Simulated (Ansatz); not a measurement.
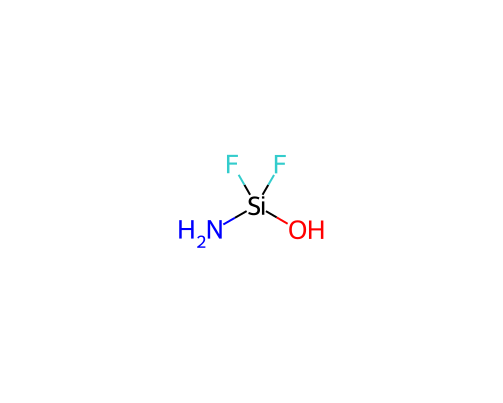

Skeletal drawing of a molecule.

> Write the SMILES.

N[Si](O)(F)F

> What is the molecular formula?

F2H3NOSi.

> An optimisation with PBE0-D4/def2-TZVP gave a structure of which point group?

C1.

More results for the same structure follow; atom numbers are the same in all pictures, views and colours differ. The geometry was computed by an optimisation with PBE0-D4/def2-TZVP.

Geometry

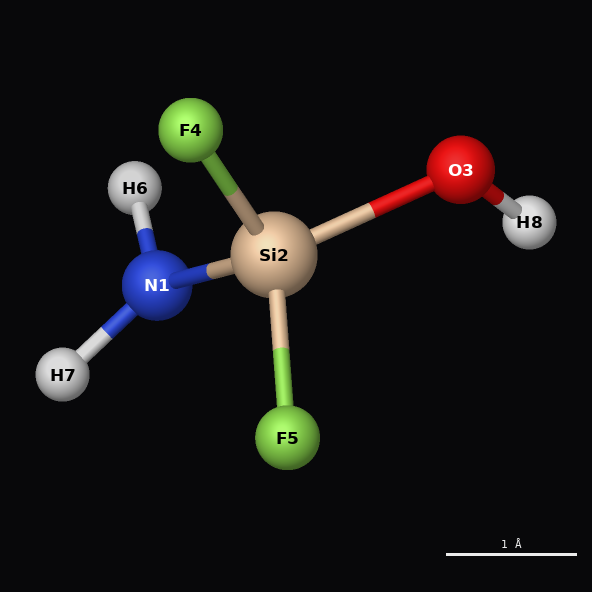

Atoms carry their numbers in the input.

Estimate the angles Si2–N1–H6, Si2–N1–H7, H6–N1–H7, N1–Si2–O3, N1–Si2–F4, N1–Si2–F5, O3–Si2–F4, O3–Si2–F5, F4–Si2–F5, Si2–O3–H8.

```json
{"angle": "Si2–N1–H6", "degrees": "121.2"}
{"angle": "Si2–N1–H7", "degrees": "120.5"}
{"angle": "H6–N1–H7", "degrees": "111.9"}
{"angle": "N1–Si2–O3", "degrees": "112.4"}
{"angle": "N1–Si2–F4", "degrees": "115.5"}
{"angle": "N1–Si2–F5", "degrees": "106.2"}
{"angle": "O3–Si2–F4", "degrees": "104.1"}
{"angle": "O3–Si2–F5", "degrees": "112.9"}
{"angle": "F4–Si2–F5", "degrees": "105.9"}
{"angle": "Si2–O3–H8", "degrees": "117.2"}
```

Vibrations

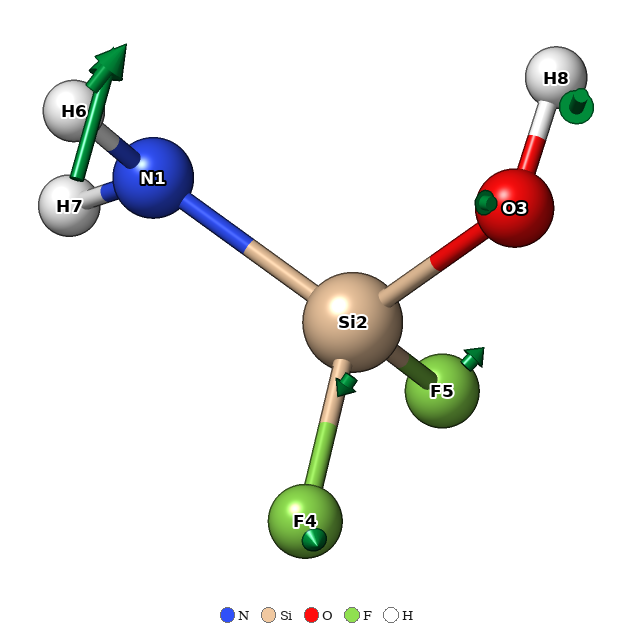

The arrows show one normal mode. Harmonic vibrations computed with RKS PBE0-D4/def2-TZVP (Ansatz 0.2.0) at a stationary point of the same level.

> At what wavenumber does it lie?

355 cm⁻¹; it is mode 5 of 18 counted from the lowest.

Charges

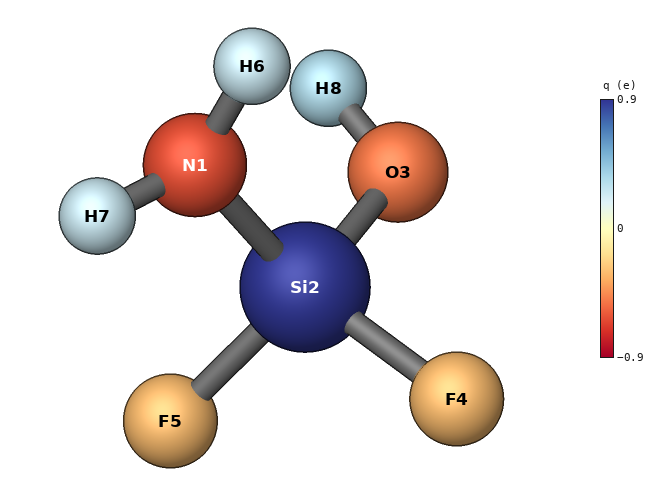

Atoms are coloured by their Mulliken charges. Level of theory: RKS PBE0-D4/def2-TZVP (Ansatz 0.2.0).

List the Mulliken charges.

| atom | value (e) |
| --- | --- |
| N1 | −0.62 |
| Si2 | 0.89 |
| O3 | −0.50 |
| F4 | −0.30 |
| F5 | −0.30 |
| H6 | 0.25 |
| H7 | 0.25 |
| H8 | 0.33 |

Dipole moment

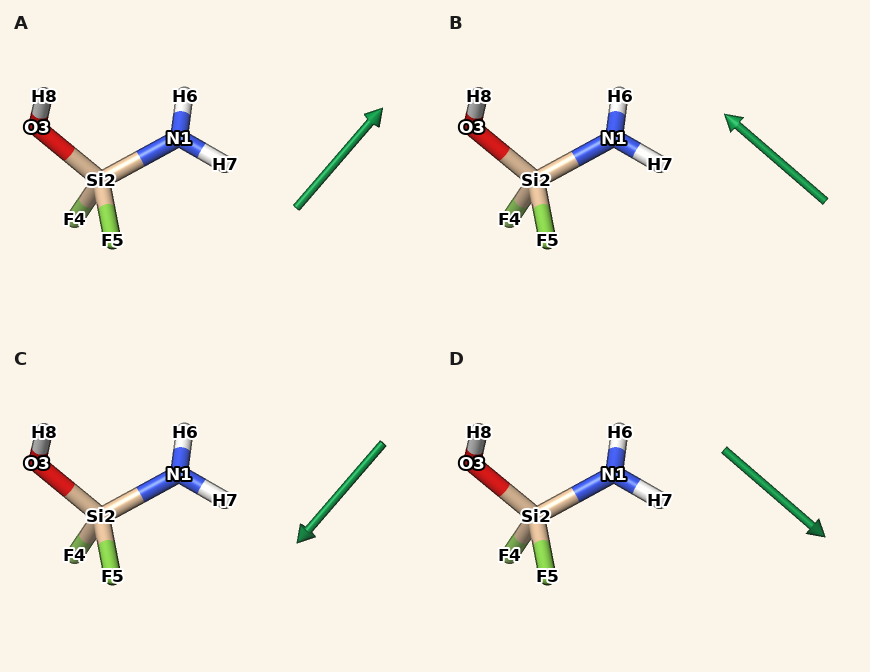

The same molecule four times, each with an arrow. Level of theory: RKS r2SCAN-D4/def2-TZVPP (Ansatz 0.2.0).

> Which arrow points along the dipole moment, from the negative to the positive end?

A. The dipole moment is 3.16 D; it points from the side of F4 to the side of H6 (the outermost atoms at the two ends).

Mulliken values depend strongly on the basis set and can even reverse the polarity of a bond.
